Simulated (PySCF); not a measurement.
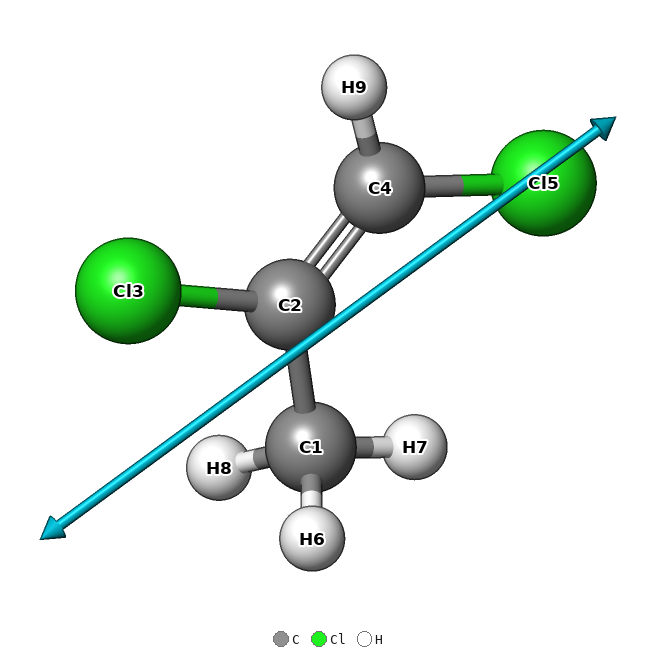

The double arrow shows the direction of the transition dipole to excited singlet state 2 (its length means nothing). Computed geometry: PBE0-D3(BJ)/def2-SVP optimisation. No frequency run is at hand to confirm it as a minimum. Properties computed with TDDFT ωB97X-D/def2-SVPD, vertical, gas phase, core orbitals frozen in the response (PySCF 2.14.0).

> Where does the transition lie, and how strong is it?

6.35 eV (195 nm), oscillator strength 0.36, mainly HOMO → LUMO (weight 0.97); transition dipole 3.88 D.
